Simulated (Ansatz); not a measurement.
## Electronic structure of CH₅FNSi (charge −1) in real space

Input file:

```
crystal:
  periodic: [false, false, false]
  atoms:
    - symbol: C
      position_ang: [-0.463760, 1.241667, 1.710295]
    - symbol: F
      position_ang: [2.422184, 1.532636, -0.687125]
    - symbol: N
      position_ang: [-0.199173, 1.916892, 0.486009]
    - symbol: Si
      position_ang: [1.228013, 2.553114, -0.020155]
    - symbol: H
      position_ang: [-1.506684, 1.417311, 2.067117]
    - symbol: H
      position_ang: [-0.373230, 0.127509, 1.646684]
    - symbol: H
      position_ang: [0.190635, 1.530308, 2.577601]
    - symbol: H
      position_ang: [1.043104, 3.506309, -1.171764]
    - symbol: H
      position_ang: [2.106213, 3.243021, 1.026191]
basis:
  gaussian: {orbitals: def2-TZVPD}
total_charge: -1
hamiltonian: {xc: {name: PBE0}}
output: {forces: true, orbitals: {seedname: orbitals}}
```

Command:

```sh
ansatz run input.yaml --threads 2 --pin off --max-ram 4350MiB --events-out events.jsonl --progress --plain --runs-dir runs
```

Geometry: r2SCAN-D4/def2-SVPD.

The calculation used Ansatz, isolated molecule in a Gaussian basis; Kohn-Sham density functional theory, functional PBE0.

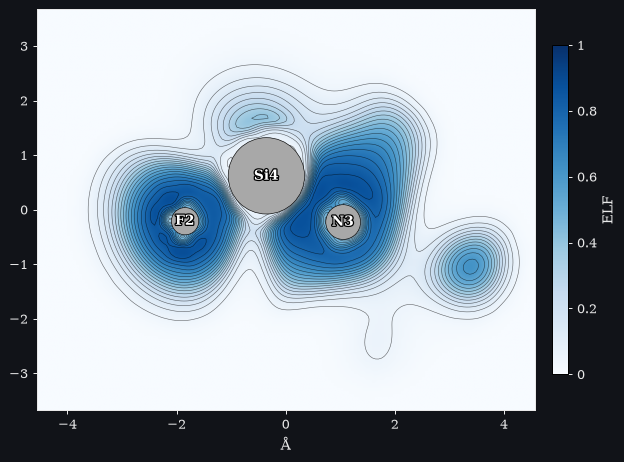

Figure 1. ELF on the plane of atoms F2, Si4 and N3. Grey discs cover the atomic cores.

Interpret the plot.

Answer. The section cuts through F, N and Si sites.
Si–N (1.64 Å): the ELF peaks at about 0.85 between the atoms (a polar covalent bond).
Si–F (1.71 Å): the ELF peaks at about 0.85 in the valence shell of F, 0.6 Å from its nucleus, and is about 0.55 at the midpoint.
The ELF also peaks beside F2, away from the bonds: lone-pair regions.

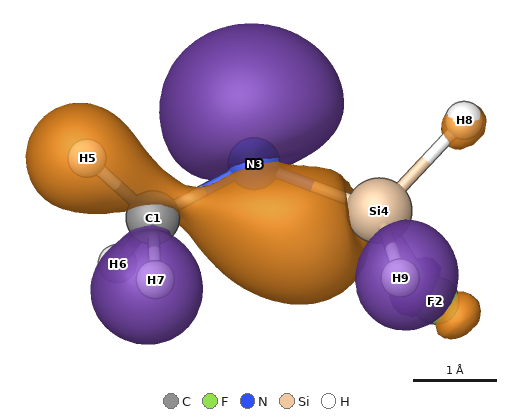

Figure 2. The HOMO−1 at ±0.1 Å⁻³ᐟ² (orange and purple are the two phases), seen across its widest extent.

Where does this orbital lie, and at what energy?

Answer. By Hirshfeld shares it lies mainly on N3 (about 60 %), Si4 (about 15 %) and C1 (about 10 %). Its energy is −1.03 eV.

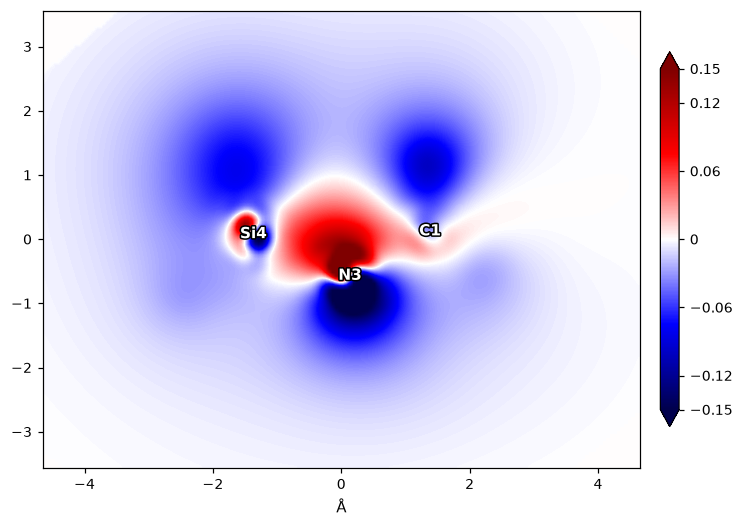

Figure 3. The HOMO on the plane of atoms C1, N3 and Si4 (values in Å⁻³ᐟ²; the overall sign is arbitrary).

Describe this orbital and give its energy.

Answer. Its weight (Hirshfeld) is mainly on N3 (about 60 %), Si4 (about 20 %) and C1 (about 10 %). Its energy is −0.66 eV.
